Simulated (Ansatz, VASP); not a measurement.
# Ti8C8F (F on TiC(001)) in two plane-wave programs

Wanted: the spread between two codes on one cell, functional and k mesh.

Calculated with Ansatz 0.2.0; plane waves, with VASP 6.6.1 beside it; single point at PBEsol.

## (1) Set-up

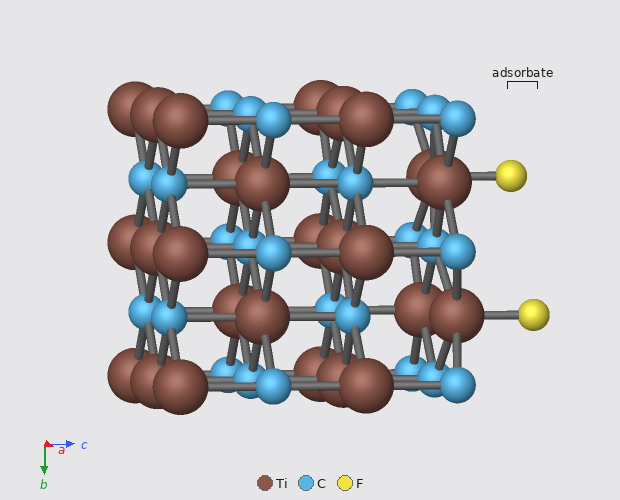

Start, viewed from the side, with the c axis across the page; titanium brown, carbon blue, fluorine yellow. Some periodic images of atoms are drawn too.

The cell holds 34 atoms: 16 Ti, 16 C and 2 F. Its edges and angles: a = 6.095 Å, b = 6.095 Å, c = 24.315 Å, α = 90.0°, β = 90.0°, γ = 90.0°. It derives from TiC. Vacuum lies along c.

## (2) Ansatz: single point, PBEsol

Ansatz runs on its default PAW (the set named soft_2) files.

A single point gives forces, pressure and levels at one fixed geometry, so differences don't come from the geometry; what else differs is listed under the comparison.

Input file input.yaml:

```yaml
crystal:
  lattice:
    - [6.095260454, 0.0, 0.0]
    - [0.0, 6.095260454, 0.0]
    - [0.0, 0.0, 24.315]
  atoms:
    - { symbol: Ti, position: [0.0, 0.0, 0.329015011] }
    - { symbol: Ti, position: [0.0, 0.5, 0.329015011] }
    - { symbol: Ti, position: [0.5, 0.0, 0.329015011] }
    - { symbol: Ti, position: [0.5, 0.5, 0.329015011] }
    - { symbol: Ti, position: [0.25, 0.25, 0.41764343] }
    - { symbol: Ti, position: [0.25, 0.75, 0.41764343] }
    - { symbol: Ti, position: [0.75, 0.25, 0.41764343] }
    - { symbol: Ti, position: [0.75, 0.75, 0.41764343] }
    - { symbol: Ti, position: [0.0, 0.0, 0.5060972014] }
    - { symbol: Ti, position: [0.0, 0.5, 0.5060972014] }
    - { symbol: Ti, position: [0.5, 0.0, 0.5060972014] }
    - { symbol: Ti, position: [0.5, 0.5, 0.5060972014] }
    - { symbol: Ti, position: [0.25, 0.25, 0.6032828996] }
    - { symbol: Ti, position: [0.25, 0.75, 0.5912357449] }
    - { symbol: Ti, position: [0.75, 0.25, 0.5912357449] }
    - { symbol: Ti, position: [0.75, 0.75, 0.6032828996] }
    - { symbol: C, position: [0.25, 0.25, 0.329015011] }
    - { symbol: C, position: [0.25, 0.75, 0.329015011] }
    - { symbol: C, position: [0.75, 0.25, 0.329015011] }
    - { symbol: C, position: [0.75, 0.75, 0.329015011] }
    - { symbol: C, position: [0.0, 0.0, 0.41764343] }
    - { symbol: C, position: [0.0, 0.5, 0.41764343] }
    - { symbol: C, position: [0.5, 0.0, 0.41764343] }
    - { symbol: C, position: [0.5, 0.5, 0.41764343] }
    - { symbol: C, position: [0.25, 0.25, 0.5037760224] }
    - { symbol: C, position: [0.25, 0.75, 0.5064042791] }
    - { symbol: C, position: [0.75, 0.25, 0.5064042791] }
    - { symbol: C, position: [0.75, 0.75, 0.5037760224] }
    - { symbol: C, position: [0.0, 0.0, 0.5933227982] }
    - { symbol: C, position: [0.0, 0.5, 0.5933227982] }
    - { symbol: C, position: [0.5, 0.0, 0.5933227982] }
    - { symbol: C, position: [0.5, 0.5, 0.5933227982] }
    - { symbol: F, position: [0.25, 0.25, 0.676726911] }
    - { symbol: F, position: [0.75, 0.75, 0.676726911] }
hamiltonian:
  xc: pbesol
  pseudopotentials: { kind: paw }
kpoints:
  mp_grid: { grid: [4, 4, 1] }
scf:
  occupations: { method: methfessel_paxton, width: 0.1 }
  n_extra_bands: 12
efield:
  axis: 3
  dipole_correction: true
  ramp_width: 0.04
output:
  forces: true
  eigenvalues: true
  write_density: true
  write_potential: true
  elf: true
  volumetric_format: npy
```

Command:

```sh
$ ansatz run input.yaml --threads 8 --pin off --max-ram 18432MiB --backend cpu --events-out ev --progress --plain --runs-dir out
```

Numbers of over 12 decimals in the logs are rounded to 6 here.

What it wrote:

```text
scf.n_extra_bands = 12 over 135 filled bands (N_el = 270.0): the run solves 147 bands
Engine: ansatz 0.2.0, aarch64-unknown-linux-gnu
Pseudopotentials: kind: paw
Pseudopotential: Ti, paw, valence charge 12, recommended cutoff 420 eV (normal), Ti.paw.azcp
Pseudopotential: C, paw, valence charge 4, recommended cutoff 420 eV (normal), C.paw.azcp
Pseudopotential: F, paw, valence charge 7, recommended cutoff 420 eV (normal), F.paw.azcp
Functional definition: PBEsol
  exchange = pbesol_x
  correlation = pbesol_c
Crystal: 34 atoms, lattice volume = 903.356 Å³
Basis set: ecut = 420 eV, 17645 PW (Γ), exchange–correlation on 90×90×360 points (8 copies of the dense FFT grid, shifted against one another)
Bands: 147, of which v1, the nominal top of the filled ones, is band 135 counted from 1 (134 counted from 0)
Symmetry: 16 space group operations
Space group: P4mm (ITA 99), of the structure as read, at distance tolerance 9.7e-5 Å
k-points: 6 of 16
Non-local potential: Ti, projectors of the file, l = 0: 3, l = 1: 2, l = 2: 3, l = 3: 1
Non-local potential: C, projectors of the file, l = 0: 2, l = 1: 2, l = 2: 1
Non-local potential: F, projectors of the file, l = 0: 2, l = 1: 2, l = 2: 1
PAW form: soft (Blöchl's): semilocal exchange-correlation on the pseudo side does not see the compensation charge
PAW frozen core: Ti, regenerated for the run's functional, and the local potential with it (the file was generated under x = pbe(κ = 0.804, μ = 0.219515), c = pbe(β = 0.066725))
PAW frozen core: C, regenerated for the run's functional, and the local potential with it (the file was generated under x = pbe(κ = 0.804, μ = 0.219515), c = pbe(β = 0.066725))
PAW frozen core: F, regenerated for the run's functional, and the local potential with it (the file was generated under x = pbe(κ = 0.804, μ = 0.219515), c = pbe(β = 0.066725))
PAW one-centre angular grid: Ti, 590 points (default); XC on 64 Gauss nodes
PAW one-centre angular grid: C, 110 points (default); XC on 64 Gauss nodes
PAW one-centre angular grid: F, 110 points (default); XC on 64 Gauss nodes
Initial density: superposition of atomic densities (neutral atoms: chi_scale 0, normalization atom), corrected by the library's trained network
Initial wavefunctions: pseudopotential atomic-orbital guess
Functional: x = pbesol(κ = 0.804, μ = 0.123457), c = pbesol(β = 0.046)
SCF iter   1: F=—  HF=-45150.008257 eV  |F-HF|=—  |Δ(HF+E_count)|=         —  Δρ=8.13e-3  dr2=8.14e-1  ethr=1.77e-3  p=-0.581 e·Å  D=-1.16e-1 V/Å  ΔV_dip=2.83 eV  dr2_dipole=7.33e-4  V_vac-E_F(+/−)=7.10/4.28 eV  ⟨swp⟩=6.8  Hψ=4099  notcnv=0
efield: sawtooth ramp at fractional position 0.9829 (placed from the atoms, in the widest stretch of the axis that holds none; the zero of the levels goes with the place), width 0.0400; the density the first Hamiltonian is built on has a dipole p = -0.581 e·Å; the dipole correction subtracts the counter field D = -1.16e-1 V/Å, which shifts the + side's vacuum level by +2.83 eV against the − side's; the planar-averaged density in the ramp window peaks in size at 5.2e-5 e/Å³
preconditioner: auto → LDOS  [insulator: Δε(μ)=0.100 eV  Ē_g=5.891 eV  σ=0.100 eV  W_gap=0.60  n_scr=156 (ndim 8)  ℏωp=14.7 eV  f_vac=0.568  D(μ)=6.16/eV (n_scr^D=20)  ε∞_Penn≈7.2  β→1.0]
SCF iter   2: F=—  HF=-45150.104916 eV  |F-HF|=—  |Δ(HF+E_count)|=   9.67e-2  S|Δr|=    0.00e0  Δρ=1.06e-2  dr2=1.62e0  ethr=3.01e-4  p=-0.644 e·Å  D=-1.29e-1 V/Å  ΔV_dip=3.14 eV  dr2_dipole=1.40e-2  V_vac-E_F(+/−)=7.42/4.28 eV  ⟨swp⟩=3.0  Hψ=1586  notcnv=0  defer=30
SCF iter   3: F=—  HF=-45149.877174 eV  |F-HF|=—  |Δ(HF+E_count)|=   2.28e-1  S|Δr|=    0.00e0  Δρ=1.84e-3  dr2=4.16e-2  ethr=3.01e-4  p=-0.626 e·Å  D=-1.25e-1 V/Å  ΔV_dip=3.05 eV  dr2_dipole=3.07e-3  V_vac-E_F(+/−)=7.33/4.29 eV  ⟨swp⟩=2.2  Hψ=1313  notcnv=0  defer=30
SCF iter   4: F=—  HF=-45149.869559 eV  |F-HF|=—  |Δ(HF+E_count)|=   7.62e-3  S|Δr|=    0.00e0  Δρ=6.76e-4  dr2=5.60e-3  ethr=1.54e-5  p=-0.629 e·Å  D=-1.26e-1 V/Å  ΔV_dip=3.06 eV  dr2_dipole=5.31e-5  V_vac-E_F(+/−)=7.32/4.26 eV  ⟨swp⟩=3.0  Hψ=1789  notcnv=0  defer=30
SCF iter   5: F=—  HF=-45149.869143 eV  |F-HF|=—  |Δ(HF+E_count)|=   4.15e-4  S|Δr|=    0.00e0  Δρ=2.54e-4  dr2=8.62e-4  ethr=2.07e-6  p=-0.632 e·Å  D=-1.27e-1 V/Å  ΔV_dip=3.08 eV  dr2_dipole=3.92e-5  V_vac-E_F(+/−)=7.33/4.25 eV  ⟨swp⟩=2.0  Hψ=1221  notcnv=0  defer=30
SCF iter   6: F=—  HF=-45149.869186 eV  |F-HF|=—  |Δ(HF+E_count)|=   4.28e-5  S|Δr|=    0.00e0  Δρ=1.31e-4  dr2=2.51e-4  ethr=3.19e-7  p=-0.632 e·Å  D=-1.27e-1 V/Å  ΔV_dip=3.08 eV  dr2_dipole=5.31e-7  V_vac-E_F(+/−)=7.33/4.25 eV  ⟨swp⟩=2.3  Hψ=1341  notcnv=0  defer=30
SCF iter   7: F=—  HF=-45149.869172 eV  |F-HF|=—  |Δ(HF+E_count)|=   1.38e-5  S|Δr|=    0.00e0  Δρ=4.59e-5  dr2=1.77e-5  ethr=9.28e-8  p=-0.633 e·Å  D=-1.27e-1 V/Å  ΔV_dip=3.08 eV  dr2_dipole=4.81e-7  V_vac-E_F(+/−)=7.34/4.25 eV  ⟨swp⟩=2.5  Hψ=1210  notcnv=0  defer=30
SCF iter   8: F=—  HF=-45149.869286 eV  |F-HF|=—  |Δ(HF+E_count)|=   1.14e-4  S|Δr|=    0.00e0  Δρ=1.80e-5  dr2=3.98e-6  ethr=6.55e-9  p=-0.634 e·Å  D=-1.27e-1 V/Å  ΔV_dip=3.09 eV  dr2_dipole=2.70e-7  V_vac-E_F(+/−)=7.34/4.25 eV  ⟨swp⟩=2.5  Hψ=1653  notcnv=0  defer=30
SCF iter   9: F=—  HF=-45149.869289 eV  |F-HF|=—  |Δ(HF+E_count)|=   2.37e-6  S|Δr|=    0.00e0  Δρ=4.51e-6  dr2=1.29e-7  ethr=1.47e-9  p=-0.634 e·Å  D=-1.27e-1 V/Å  ΔV_dip=3.09 eV  dr2_dipole=2.57e-9  V_vac-E_F(+/−)=7.34/4.25 eV  ⟨swp⟩=2.2  Hψ=1209  notcnv=0  defer=30
SCF iter  10: F=-45149.869290 eV  HF=-45149.869289 eV  |F-HF|=3.17e-7  |Δ(HF+E_count)|=   5.36e-7  S|Δr|=    0.00e0  Δρ=2.00e-6  dr2=3.87e-8  ethr=3.70e-11  p=-0.634 e·Å  D=-1.27e-1 V/Å  ΔV_dip=3.09 eV  dr2_dipole=2.45e-9  V_vac-E_F(+/−)=7.34/4.25 eV  ⟨swp⟩=20.3  Hψ=7764  notcnv=0
SCF 1 converged in 10 iterations: F = -45149.869290 eV  dr2 = 3.87e-8
  greatest PAW one-centre occupation: 0.999 electrons in one spin orbital (limit 2), on the Ti atom at site 15 (counted from 0), in its partial waves of l = 0
WARN: The output density's exchange-correlation potential varies sharply where the density is thin. Do not read a vacuum level from v_tot or v_xc, or from such a field of the output density. On a cell that repeats whose density bears no net charge and no dipole along the vacuum's axis use v_es (v_loc + v_h of the components); under efield.dipole_correction with no amplitude use v_es + v_field, which holds any externa [...]
SCF converged after 10 iterations
Stability not checked: this state was not tested for a lower state beside it, because cold or Methfessel-Paxton smearing, or corrected tetrahedra, fill the levels in a way that the test cannot read (fill_not_monotonic; see scf.lower_state_search)
Free energy (F): -45149.869290 eV
Harris-Foulkes:  -45149.869289 eV  (|F-HF|=3.17e-7)
Internal energy: -45149.870730 eV  (E = F + TS)
E sigma→0 (E₀):  -45149.869650 eV
Entropy (-TS):   0.001441 eV (0.042 meV/atom)
Fermi energy:    1.573731 eV
Step filling:    the computed levels leave a gap of 0.0440 eV = 0.4 smearing widths at the electron count; against every level under it full and every level over it empty, smearing changes F+E_penalty+E_count by -0.169 meV and its σ→0 estimate by -0.529 meV
Dipole field:    D = -0.126936 V/Å  (p = -0.633697 e·Å, saw-weighted, corrected)
Work function:   Φ+ = 7.3388 eV   Φ− = 4.2523 eV
Levels:          The Fermi level and band energies are counted from a zero that moves with the ramp; work functions are not
--- Per-component energies (eV) ---
  E_band       = -5120.044911
  E_kinetic    = 6171.861301
  E_local      = -293753.981021  (includes V_loc(G=0)·N_el)
  E_nonlocal   = 683.511533
  E_hartree    = 143923.445391
  E_xc         = -2482.293508
  E_vxc        = -3115.716659  (∫ρ·V_xc dr)
  E_paw        = -18245.005084  (= ΣΔE_a)
  E_vpaw       = -2928.078850  (= ΣTr[D̂ρ^β])
  E_aug_tail   = 0.006341  (compensation charges beyond the density's cutoff)
  E_efield     = 0.040219  (sawtooth field / dipole correction)
  E_vefield    = -24.546681  (∫n·V_field dr)
  E_ewald      = 118549.891455
  E_core_change = 2.652642  (= ΣΔE_core)
  E_smearing   = 0.001441  (= −TS)
  E_closure    = -0.000000  (closes the sum)
  Σ components = -45149.869290   (vs F -45149.869290, Δ=0.00e0)
--- Forces (eV/Å), atoms counted from 1 ---
  atom   1  Ti    -0.00000000     0.00000000     1.48359145
  atom   2  Ti    -0.00000000    -0.00000000     1.48359145
  atom   3  Ti    -0.00000000    -0.00000000     1.48359145
  atom   4  Ti    -0.00000000     0.00000000     1.48359145
  atom   5  Ti    -0.00000000     0.00000000     0.41297901
  atom   6  Ti     0.00000000     0.00000000    -0.08254522
  atom   7  Ti     0.00000000     0.00000000    -0.08254522
  atom   8  Ti    -0.00000000     0.00000000     0.41297901
  atom   9  Ti     0.00000000    -0.00000000    -0.01319377
  atom  10  Ti     0.00000000     0.00000000    -0.01319377
  atom  11  Ti     0.00000000     0.00000000    -0.01319377
  atom  12  Ti     0.00000000    -0.00000000    -0.01319377
  atom  13  Ti     0.00000000     0.00000000     0.15730914
  atom  14  Ti    -0.00000000     0.00000000    -0.02874540
  atom  15  Ti    -0.00000000     0.00000000    -0.02874540
  atom  16  Ti     0.00000000    -0.00000000     0.15730914
  atom  17  C     -0.00000000     0.00000000    -1.05474268
  atom  18  C     -0.00000000    -0.00000000    -0.74575189
  atom  19  C     -0.00000000     0.00000000    -0.74575189
  atom  20  C     -0.00000000     0.00000000    -1.05474268
  atom  21  C      0.00000000    -0.00000000    -0.71865989
  atom  22  C      0.00000000     0.00000000    -0.71865989
  atom  23  C      0.00000000     0.00000000    -0.71865989
  atom  24  C      0.00000000    -0.00000000    -0.71865989
  atom  25  C     -0.00000000     0.00000000    -0.01306823
  atom  26  C      0.00000000     0.00000000     0.00582741
  atom  27  C      0.00000000    -0.00000000     0.00582741
  atom  28  C     -0.00000000     0.00000000    -0.01306823
  atom  29  C      0.00000000    -0.00000000     0.00434208
  atom  30  C      0.00000000     0.00000000     0.00434208
  atom  31  C      0.00000000     0.00000000     0.00434208
  atom  32  C      0.00000000    -0.00000000     0.00434208
  atom  33  F     -0.00000000     0.00000000    -0.16350921
  atom  34  F     -0.00000000     0.00000000    -0.16350921
  max |Σ_I F_I| component: 1.75e-4 eV/Å
--- Band table (eV; the first three rows and the last of 6) ---
  k-point 0: bands = [... 131 lower, 1.5688, 1.7277, 1.7400, 1.8955, 1.8955, 1.8976, 2.1915, 2.1915, ... 8 higher]
  k-point 1: bands = [... 131 lower, 1.2599, 1.3055, 1.4806, 1.7604, 1.9900, 2.2129, 2.2697, 2.4101, ... 8 higher]
  k-point 2: bands = [... 131 lower, 0.5218, 1.0892, 1.0892, 1.2046, 1.2046, 2.6748, 2.6748, 2.9998, ... 8 higher]
  k-point 5: bands = [... 131 lower, 1.0788, 1.1119, 1.1119, 1.1752, 1.1752, 1.9438, 1.9438, 2.5243, ... 8 higher]
```

Elapsed: 37 s, on 8 threads of Arm Neoverse N1, shared host; peak memory 3.3 GiB; 4.5 min of CPU time.

In the SCF lines HF is the Harris–Foulkes energy and dr2 the Hartree energy of the density residual, in eV; the loop may stop once dr2 is under the threshold and the program's other checks hold. Hψ counts applications of the Hamiltonian.

(Part 1 of 2 ends here.)

[Lines on the potential files, build, host, timing and source positions are cut from VASP's logs without a mark.]

[Logs are printed without paths, hosts, clocks, repeated set-up lines and the standing remarks that a program may print on its own settings, such as how far it seeks lower states.]

[Hosts, paths, dates, database ids (printed as entryN), source tags and the programs' standing remarks are cut or masked in the printed files.]
